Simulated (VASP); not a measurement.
# Nickel with r2SCAN: from relaxation to properties, part 3 of 6

Aim: relax Nickel, then compute properties on the relaxed cell. Left out of this account: 1 further run (core levels: core levels are not valid at this level). The start is a cell from a database of measured crystal structures.

VASP 6.6.1, plane waves and PAW; the level of theory is named at each step.

Still holding for the runs below: The k-mesh is coarse for a metal.

So far, largest spin moment in the PAW sphere (μB): step 2 (magnetic order: ferromagnetic) 0.778; step 3 (magnetic order: antiferromagnetic, q = (0, 0, 1/2)) 0.568; step 4 (magnetic order: antiferromagnetic, q = (1/2, 1/2, 0)) 0.29.

## (7) Full relaxation (r2SCAN)

Level of this step: r2SCAN, spin-polarised from a ferromagnetic start (one magnetic atom a cell); plane waves and PAW (Ni) (VASP).

The start need not lie at this functional's minimum. ISIF = 3 frees volume, shape and positions, and EDIFFG sets the threshold on forces and stress at which the search stops.

INCAR

```
SYSTEM = Ni
PREC = Accurate
ENCUT = 400
EDIFF = 1E-06
NELM = 100
ISMEAR = 1
SIGMA = 0.2
LREAL = .FALSE.
ALGO = Normal
METAGGA = R2SCAN
LASPH = .TRUE.
NBANDS = 12
ISPIN = 2
MAGMOM = 0.78
LMAXMIX = 4
LORBIT = 11
LWAVE = .FALSE.
LCHARG = .FALSE.
KPAR = 4
IBRION = 2
NSW = 60
ISIF = 3
EDIFFG = -0.01
```

POSCAR

```
Ni
1.0
    0.0000000000      1.7619350000      1.7619350000
    1.7619350000      0.0000000000      1.7619350000
    1.7619350000      1.7619350000      0.0000000000
Ni
1
Direct
    0.0000000000      0.0000000000      0.0000000000
```

KPOINTS

```
Automatic mesh
0
Gamma
11 11 11
0 0 0
```

The projector-augmented-wave data sets are Ni (PBE family, release 64).

Started as:

```sh
$ mpirun -np 4 vasp_std
```

The program printed:

```text
[... set-up lines as in an earlier step ...]
 entering main loop
       N       E                     dE             d eps       ncg     rms          rms(c)
DAV:   1     0.190123588079E+02    0.19012E+02   -0.39515E+03  2828   0.904E+02
DAV:   2    -0.133089296313E+02   -0.32321E+02   -0.30547E+02  2880   0.157E+02
DAV:   3    -0.142872839129E+02   -0.97835E+00   -0.96900E+00  3120   0.311E+01
DAV:   4    -0.142955411468E+02   -0.82572E-02   -0.82560E-02  3124   0.250E+00
DAV:   5    -0.142957113507E+02   -0.17020E-03   -0.17020E-03  3240   0.342E-01    0.105E+01
DAV:   6    -0.124942872630E+02    0.18014E+01   -0.21177E+01  3480   0.628E+01    0.788E+00
DAV:   7    -0.119197115181E+02    0.57458E+00   -0.44287E+00  3348   0.234E+01    0.217E+00
DAV:   8    -0.119236092548E+02   -0.38977E-02   -0.39782E-02  3072   0.197E+00    0.119E+00
DAV:   9    -0.119226342804E+02    0.97497E-03   -0.41194E-03  3692   0.604E-01    0.481E-01
DAV:  10    -0.119225295730E+02    0.10471E-03   -0.90566E-03  3372   0.106E+00    0.799E-02
DAV:  11    -0.119226500883E+02   -0.12052E-03   -0.52633E-04  3552   0.282E-01    0.528E-02
DAV:  12    -0.119226871309E+02   -0.37043E-04   -0.39445E-05  3332   0.681E-02    0.369E-02
DAV:  13    -0.119227374808E+02   -0.50350E-04   -0.21057E-04  3276   0.144E-01    0.125E-02
DAV:  14    -0.119227458630E+02   -0.83822E-05   -0.47100E-06  3016   0.220E-02    0.796E-03
DAV:  15    -0.119227413306E+02    0.45324E-05   -0.24765E-06  2272   0.155E-02    0.293E-03
DAV:  16    -0.119227425406E+02   -0.12101E-05   -0.28510E-07  1500   0.649E-03    0.127E-03
DAV:  17    -0.119227417767E+02    0.76394E-06   -0.56716E-08  1440   0.269E-03
   1 F= -.11922742E+02 E0= -.11921571E+02  d E =-.119227E+02  mag=     0.7550
 curvature:   0.00 expect dE= 0.000E+00 dE for cont linesearch  0.000E+00
 trial: gam= 0.00000 g(F)=  0.000E+00 g(S)=  0.410E-01 ort = 0.000E+00 (trialstep = 0.100E+01)
 search vector abs. value=  0.410E-01
 bond charge predicted
       N       E                     dE             d eps       ncg     rms          rms(c)
DAV:   1    -0.129727208166E+02   -0.10500E+01   -0.14146E+01  3388   0.520E+01    0.881E+00
DAV:   2    -0.121365959996E+02    0.83612E+00   -0.11414E+01  3476   0.457E+01    0.452E+00
DAV:   3    -0.119373461643E+02    0.19925E+00   -0.15156E+00  3404   0.156E+01    0.172E+00
DAV:   4    -0.119281679394E+02    0.91782E-02   -0.25742E-02  3052   0.117E+00    0.753E-01
DAV:   5    -0.119246062671E+02    0.35617E-02   -0.96907E-03  3588   0.956E-01    0.403E-01
DAV:   6    -0.119259492067E+02   -0.13429E-02   -0.43577E-03  3508   0.761E-01    0.200E-01
DAV:   7    -0.119259886566E+02   -0.39450E-04   -0.53537E-04  3400   0.244E-01    0.678E-02
DAV:   8    -0.119259987801E+02   -0.10123E-04   -0.11634E-05  3104   0.479E-02    0.197E-02
DAV:   9    -0.119259911315E+02    0.76485E-05   -0.21088E-06  2760   0.172E-02    0.105E-02
DAV:  10    -0.119259960996E+02   -0.49680E-05   -0.42527E-06  2240   0.210E-02    0.470E-03
DAV:  11    -0.119259954783E+02    0.62130E-06   -0.29782E-07  1464   0.522E-03
   2 F= -.11925995E+02 E0= -.11925482E+02  d E =-.325370E-02  mag=     0.6124
[...]
3 F= -.11934546E+02 E0= -.11933505E+02  d E =-.118044E-01  mag=     0.6436
 curvature:  -0.25 expect dE=-0.421E-05 dE for cont linesearch -0.421E-05
 ZBRENT: interpolating
 opt :   0.5661  next Energy=   -11.934550 (dE=-0.118E-01)
 bond charge predicted
       N       E                     dE             d eps       ncg     rms          rms(c)
DAV:   1    -0.119346884888E+02   -0.14245E-03   -0.18466E-03  3380   0.613E-01    0.101E-01
DAV:   2    -0.119345868134E+02    0.10168E-03   -0.17987E-03  3472   0.523E-01    0.549E-02
DAV:   3    -0.119345518367E+02    0.34977E-04   -0.26994E-04  3372   0.206E-01    0.184E-02
DAV:   4    -0.119345504375E+02    0.13992E-05   -0.57514E-06  2832   0.169E-02    0.867E-03
DAV:   5    -0.119345488089E+02    0.16287E-05   -0.15188E-06  1632   0.137E-02    0.408E-03
DAV:   6    -0.119345476554E+02    0.11534E-05   -0.80019E-07  1404   0.107E-02    0.120E-03
DAV:   7    -0.119345470589E+02    0.59654E-06   -0.76087E-08  1416   0.279E-03
   4 F= -.11934547E+02 E0= -.11933522E+02  d E =-.118053E-01  mag=     0.6423
 curvature:  -0.23 expect dE=-0.111E-07 dE for cont linesearch -0.111E-07
 trial: gam=-0.00109 g(F)=  0.153E-62 g(S)=  0.489E-07 ort = 0.448E-04 (trialstep = 0.913E+00)
 search vector abs. value=  0.100E-09
 reached required accuracy - stopping structural energy minimisation
```

The job ended after 21 s (4 MPI ranks of Intel Xeon 6975P-C (Granite Rapids), shared host; peak memory 0.51 GiB; 79 s of CPU time).

OUTCAR, selected parts (step 7):

```text
   NELECT =      10.0000    total number of electrons

 E-fermi :   9.8616

 spin component 1
 k-point     1 :       0.0000    0.0000    0.0000
  band No.  band energies     occupation
    ...
      2       6.9089      1.00000
      3       6.9089      1.00000
      4       6.9089      1.00000
      5       8.2513      1.00000
      6       8.2513      1.00000
      7      34.7555      0.00000
      8      39.2229      0.00000
      9      39.2229      0.00000
     10      39.2235      0.00000
     11      41.9928      0.00000
    ...

 k-point     2 :       0.0909    0.0000    0.0000
  band No.  band energies     occupation
    ...
      2       6.8241      1.00000
      3       6.9829      1.00000
      4       6.9829      1.00000
      5       8.2215      1.00000
      6       8.2215      1.00000
      7      33.3662      0.00000
      8      36.4604      0.00000
      9      38.4661      0.00000
     10      38.4666      0.00000
     11      43.1009      0.00000
    ...

  Total       -0.0005814     -0.0005814     -0.0005814      0.0000000     -0.0000000      0.0000000
  in kB       -0.0889738     -0.0889738     -0.0889738      0.0000000     -0.0000000      0.0000000
  external PRESSURE =      -0.0889738 kB  Pullay stress =       0.0000000 kB

 POSITION                                       TOTAL-FORCE (eV/Angst)
 -----------------------------------------------------------------------------------
      0.00000      0.00000      0.00000         0.000000      0.000000      0.000000
 -----------------------------------------------------------------------------------
    total drift:                                0.000000      0.000000      0.000000

  FREE ENERGIE OF THE ION-ELECTRON SYSTEM (eV)
  ---------------------------------------------------
  free  energy   TOTEN  =       -11.9345470589 eV

  energy  without entropy=      -11.9314704508  energy(sigma->0) =      -11.93352152

 magnetization (x)
# of ion       s       p       d       tot
------------------------------------------
    1       -0.013  -0.045   0.718   0.661

[... 8 parts as in an earlier step ...]

[... 15 further parts left out ...]
```

CONTCAR:

```
Ni
   1.00000000000000
     0.0000000000000000    1.7363269909050951    1.7363269909050951
     1.7363269909050951    0.0000000000000000    1.7363269909050951
     1.7363269909050951    1.7363269909050951   -0.0000000000000000
  Ni
     1
Direct
     0.0000000000000000    0.0000000000000000    0.0000000000000000
```

The magnetic order is the lowest of the few collinear ones tried above; longer or canted patterns were not tried. The run keeps the 48 symmetry operations of its start, so it cannot find a distortion of lower symmetry.

Relaxation path:

```tsv
step	energy less that of the first step (eV)	largest force (eV/Å)	pressure (GPa)	volume (Å³)
1	0.0000	0.0000	-7.79	10.94
2	-0.0033	0.0000	8.08	10.12
3	-0.0118	0.0000	-0.16	10.48
4	-0.0118	0.0000	-0.01	10.47
```

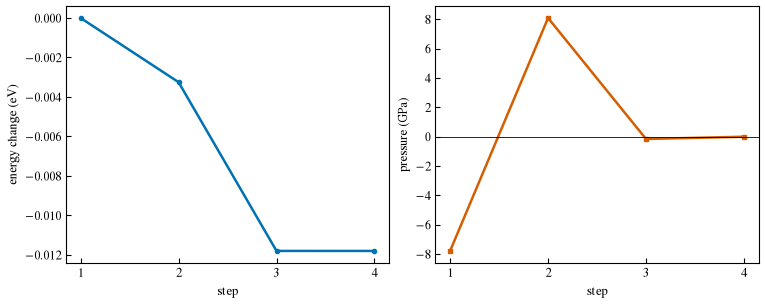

Energy and pressure along the relaxation.

```tsv
conventional cell, symmetrised	before	after	change
a (Å)	3.524	3.473	-1.5 %
b (Å)	3.524	3.473	-1.5 %
c (Å)	3.524	3.473	-1.5 %
volume (Å³/atom)	10.94	10.47	-4.3 %
```

Final coordinates:

```xyz
1
Lattice="0.0000 1.7363 1.7363 1.7363 0.0000 1.7363 1.7363 1.7363 0.0000" Properties=species:S:1:pos:R:3 pbc="T T T"
Ni    0.0000    0.0000    0.0000
```

This step gave:

- electrons: 10
- bands: 12
- irreducible k-points: 56
- symmetry operations: 48
- free energy (TOTEN): -11.93 eV
- energy at zero smearing: -11.93 eV
- Fermi energy: 9.862 eV
- pressure: -0.008897 GPa
- moment of the cell, from the last line of the log: 0.6423 μB
- SCF cycles over all ionic steps: 46

Spin moment in the PAW sphere by atom:

```tsv
atom	spin moment in the PAW sphere (μB)
Ni1	0.661
```

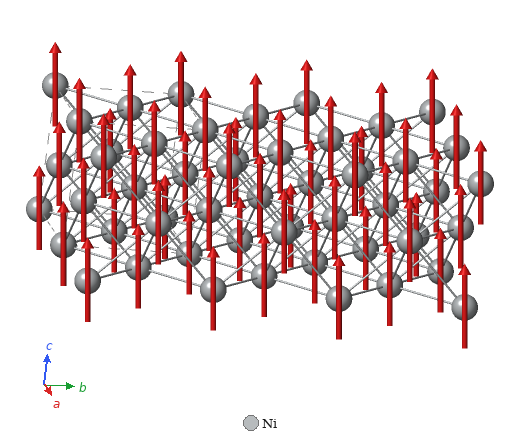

Spin moment in the PAW sphere as arrows, the longest 0.661 μB. Up and down stand for the sign. Arrows give size and sign along the axis of quantisation, drawn up and down the page. 2×3×1 conventional cells are drawn. Some periodic images of atoms are drawn too.

It ends with forces that vanish by symmetry and a pressure of -0.01 GPa.

## (8) Second relaxation

The basis stayed that of the start cell while the cell moved. A rerun from the cell reached resets it; the error of the finite cutoff stays.

INCAR is that of step 7.

POSCAR

```
Ni
1.0
    0.0000000000      1.7363269909      1.7363269909
    1.7363269909      0.0000000000      1.7363269909
    1.7363269909      1.7363269909      0.0000000000
Ni
1
Direct
    0.0000000000      0.0000000000      0.0000000000
```

KPOINTS is that of step 7.

Started as:

```sh
$ mpirun -np 4 vasp_std
```

The program printed:

```text
[... set-up lines as in an earlier step ...]
 entering main loop
       N       E                     dE             d eps       ncg     rms          rms(c)
DAV:   1     0.186303896978E+02    0.18630E+02   -0.38506E+03  2792   0.905E+02
DAV:   2    -0.133922089257E+02   -0.32023E+02   -0.30366E+02  2948   0.158E+02
DAV:   3    -0.142530469593E+02   -0.86084E+00   -0.85451E+00  3048   0.295E+01
DAV:   4    -0.142601315736E+02   -0.70846E-02   -0.70833E-02  3236   0.234E+00
DAV:   5    -0.142602683796E+02   -0.13681E-03   -0.13681E-03  3220   0.292E-01    0.109E+01
DAV:   6    -0.124317162759E+02    0.18286E+01   -0.19696E+01  3496   0.611E+01    0.729E+00
DAV:   7    -0.119367384127E+02    0.49498E+00   -0.39281E+00  3332   0.224E+01    0.232E+00
DAV:   8    -0.119345179281E+02    0.22205E-02   -0.37427E-02  3144   0.185E+00    0.118E+00
DAV:   9    -0.119325852622E+02    0.19327E-02   -0.28477E-03  3704   0.508E-01    0.402E-01
DAV:  10    -0.119319420436E+02    0.64322E-03   -0.44063E-03  3508   0.800E-01    0.742E-02
DAV:  11    -0.119319773588E+02   -0.35315E-04   -0.20213E-04  3412   0.182E-01    0.400E-02
DAV:  12    -0.119319831568E+02   -0.57979E-05   -0.10662E-05  3012   0.330E-02    0.246E-02
DAV:  13    -0.119319797374E+02    0.34193E-05   -0.17026E-05  3352   0.492E-02    0.711E-03
DAV:  14    -0.119319811247E+02   -0.13872E-05   -0.42736E-07  1868   0.736E-03    0.391E-03
DAV:  15    -0.119319827702E+02   -0.16456E-05   -0.56053E-07  1528   0.712E-03    0.114E-03
DAV:  16    -0.119319834027E+02   -0.63247E-06   -0.11583E-07  1480   0.428E-03
   1 F= -.11931983E+02 E0= -.11930956E+02  d E =-.119320E+02  mag=     0.6427
 curvature:   0.00 expect dE= 0.000E+00 dE for cont linesearch  0.000E+00
 trial: gam= 0.00000 g(F)=  0.651E-62 g(S)=  0.423E-05 ort = 0.000E+00 (trialstep = 0.100E+01)
 search vector abs. value=  0.423E-05
 reached required accuracy - stopping structural energy minimisation
```

It took 6.4 s on 4 MPI ranks; peak memory 0.48 GiB; 23 s of CPU time.

OUTCAR, selected parts (step 8):

```text
   ENCUT  =  400.0 eV  29.40 Ry    5.42 a.u.   4.00  4.00  4.00*2*pi/ulx,y,z

   NELECT =      10.0000    total number of electrons

 E-fermi :   9.8630

 spin component 1
 k-point     1 :       0.0000    0.0000    0.0000
  band No.  band energies     occupation
    ...
      2       6.9094      1.00000
      3       6.9094      1.00000
      4       6.9094      1.00000
      5       8.2521      1.00000
      6       8.2521      1.00000
      7      34.7560      0.00000
      8      39.2227      0.00000
      9      39.2227      0.00000
     10      39.2234      0.00000
     11      41.9927      0.00000
    ...

 k-point     2 :       0.0909    0.0000    0.0000
  band No.  band energies     occupation
    ...
      2       6.8246      1.00000
      3       6.9834      1.00000
      4       6.9835      1.00000
      5       8.2222      1.00000
      6       8.2223      1.00000
      7      33.3665      0.00000
      8      36.4605      0.00000
      9      38.4659      0.00000
     10      38.4664      0.00000
     11      43.1008      0.00000
    ...

  Total       -0.0054049     -0.0054049     -0.0054049      0.0000000      0.0000000     -0.0000000
  in kB       -0.8271368     -0.8271368     -0.8271368      0.0000000      0.0000000     -0.0000000
  external PRESSURE =      -0.8271368 kB  Pullay stress =       0.0000000 kB

 POSITION                                       TOTAL-FORCE (eV/Angst)
 -----------------------------------------------------------------------------------
      0.00000      0.00000      0.00000         0.000000      0.000000     -0.000000
 -----------------------------------------------------------------------------------
    total drift:                                0.000000      0.000000      0.000000

  FREE ENERGIE OF THE ION-ELECTRON SYSTEM (eV)
  ---------------------------------------------------
  free  energy   TOTEN  =       -11.9319834027 eV

  energy  without entropy=      -11.9289016674  energy(sigma->0) =      -11.93095616

[... 7 parts as in an earlier step ...]

[... 16 further parts left out ...]
```

CONTCAR:

```
Ni
   1.00000000000000
     0.0000000000000000    1.7363269909000001    1.7363269909000001
     1.7363269909000001    0.0000000000000000    1.7363269909000001
     1.7363269909000001    1.7363269909000001    0.0000000000000000
  Ni
     1
Direct
     0.0000000000000000    0.0000000000000000    0.0000000000000000
```

Little changed from the start: no atom moved by 0.005 Å and no cell edge by 0.1 %.

This step gave:

```yaml
fermi_energy: 9.863 eV
pressure: -0.08271 GPa
moment_of_the_cell_from_the_last_line_of_the_log: 0.6427 μB
scf_cycles_over_all_ionic_steps: 16
```

It ends with forces that vanish by symmetry and a pressure of -0.08 GPa. The volume moved by under 0.01 %: the run met its threshold at the first step.

## (9) Single point with fields (r2SCAN)

A single point on the relaxed cell gives a clean self-consistent state, with density, ELF and potential written out.

Changes to INCAR since step 8:

```diff
@@ -17,7 +17,5 @@
 LWAVE = .FALSE.
-LCHARG = .FALSE.
-KPAR = 4
-IBRION = 2
-NSW = 60
-ISIF = 3
-EDIFFG = -0.01
+LCHARG = .TRUE.
+ISIF = 2
+LELF = .TRUE.
+LVHAR = .TRUE.
```

POSCAR is that of step 8.

KPOINTS is that of step 8.

Started as:

```sh
$ mpirun -np 4 vasp_std
```

The program printed:

```text
[banner, memory and clock lines left out]
running    4 mpi-ranks, on    1 nodes
 distrk:  each k-point on    4 cores,    1 groups
 distr:  one band on    1 cores,    4 groups

 POSCAR found type information on POSCAR Ni
 POSCAR found :  1 types and       1 ions
 [... a notice as in an earlier step ...]

 LDA part: xc-table for (None), standard interpolation
 POSCAR, INCAR and KPOINTS ok, starting setup
 FFT: planning ... GRIDC
 FFT: planning ... GRID_SOFT
 FFT: planning ... GRID
 WAVECAR not read
 entering main loop
       N       E                     dE             d eps       ncg     rms          rms(c)
DAV:   1     0.186303896975E+02    0.18630E+02   -0.38506E+03  2792   0.905E+02
DAV:   2    -0.133922089269E+02   -0.32023E+02   -0.30366E+02  2948   0.158E+02
DAV:   3    -0.142530469580E+02   -0.86084E+00   -0.85451E+00  3048   0.295E+01
DAV:   4    -0.142601315735E+02   -0.70846E-02   -0.70833E-02  3236   0.234E+00
DAV:   5    -0.142602683806E+02   -0.13681E-03   -0.13681E-03  3220   0.292E-01    0.109E+01
DAV:   6    -0.124317162767E+02    0.18286E+01   -0.19696E+01  3496   0.611E+01    0.729E+00
DAV:   7    -0.119367384128E+02    0.49498E+00   -0.39281E+00  3332   0.224E+01    0.232E+00
DAV:   8    -0.119345179285E+02    0.22205E-02   -0.37427E-02  3144   0.185E+00    0.118E+00
DAV:   9    -0.119325852612E+02    0.19327E-02   -0.28477E-03  3704   0.508E-01    0.402E-01
[... 1 cycle as in an earlier step ...]
DAV:  11    -0.119319773587E+02   -0.35315E-04   -0.20213E-04  3412   0.182E-01    0.400E-02
DAV:  12    -0.119319831571E+02   -0.57984E-05   -0.10662E-05  3012   0.330E-02    0.246E-02
DAV:  13    -0.119319797373E+02    0.34198E-05   -0.17026E-05  3352   0.492E-02    0.711E-03
DAV:  14    -0.119319811246E+02   -0.13873E-05   -0.42736E-07  1868   0.736E-03    0.391E-03
DAV:  15    -0.119319827700E+02   -0.16454E-05   -0.56053E-07  1528   0.712E-03    0.114E-03
DAV:  16    -0.119319834035E+02   -0.63357E-06   -0.11583E-07  1480   0.428E-03
   1 F= -.11931983E+02 E0= -.11930956E+02  d E =-.308174E-02  mag=     0.6427
```

Run time: 8.2 s. Hardware: 4 MPI ranks; peak memory 0.39 GiB.

From OUTCAR (step 9):

```text
   NELECT =      10.0000    total number of electrons

 E-fermi :   9.8630

  Total       -0.0054050     -0.0054050     -0.0054050      0.0000000      0.0000000     -0.0000000
  in kB       -0.8271433     -0.8271433     -0.8271433      0.0000000      0.0000000     -0.0000000
  external PRESSURE =      -0.8271433 kB  Pullay stress =       0.0000000 kB

 POSITION                                       TOTAL-FORCE (eV/Angst)
 -----------------------------------------------------------------------------------
      0.00000      0.00000      0.00000        -0.000000     -0.000000      0.000000
 -----------------------------------------------------------------------------------
    total drift:                                0.000000      0.000000     -0.000000

  FREE ENERGIE OF THE ION-ELECTRON SYSTEM (eV)
  ---------------------------------------------------
  free  energy   TOTEN  =       -11.9319834035 eV

  energy  without entropy=      -11.9289016682  energy(sigma->0) =      -11.93095616

[... 23 parts as in an earlier step ...]

[... 2 further parts left out ...]
```

With spin, VASP writes an ELF for each channel.

Numbers from this step:

```
SCF cycles : 16
```

Valence electrons inside each PAW sphere by angular momentum. Sphere charges, by row:

```tsv
atom	s (e)	p (e)	d (e)	tot (e)
Ni1	0.529	0.552	8.334	9.415
```

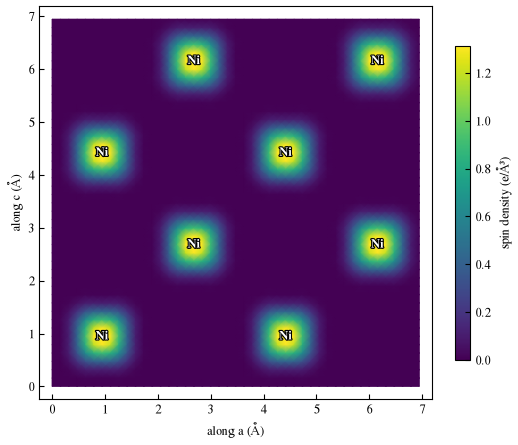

Spin density in the ac plane of the conventional cell at fractional y = 0.000, with atoms of Ni within 0.2 Å of it. The map starts off the cell's origin, so that atoms lie inside it.

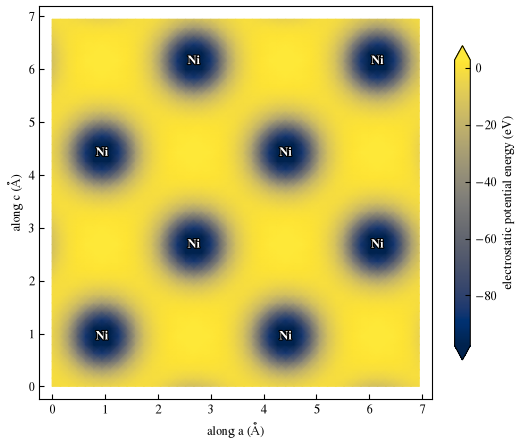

Electrostatic potential energy in the ac plane of the conventional cell at fractional y = 0.000, with atoms of Ni within 0.2 Å of it. With pseudopotentials it is smooth inside the atoms' cores, unlike the true potential. The map starts off the cell's origin, so that atoms lie inside it.

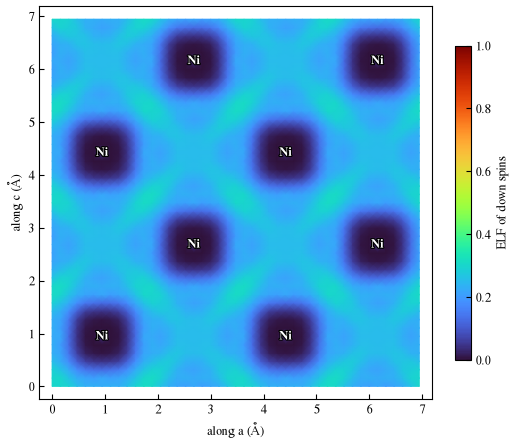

ELF of down spins in the ac plane of the conventional cell at fractional y = 0.000, with atoms of Ni within 0.2 Å of it. It is the smooth field of the valence electrons, not physical close to the nuclei. The map starts off the cell's origin, so that atoms lie inside it.

In this run the pressure is -0.08 GPa, small enough to go on.

(Part 3 of 6 ends here.)

[Lines on the potential files, build, host, timing and source positions are cut from VASP's logs without a mark.]

[Logs are printed without paths, hosts, clocks, repeated set-up lines and the standing remarks that a program may print on its own settings, such as how far it seeks lower states.]

[Hosts, paths, dates, database ids (printed as entryN), source tags and the programs' standing remarks are cut or masked in the printed files.]

[Measured values are set beside computed ones only where the two were judged alike; some that the calculation misses by far are left out.]
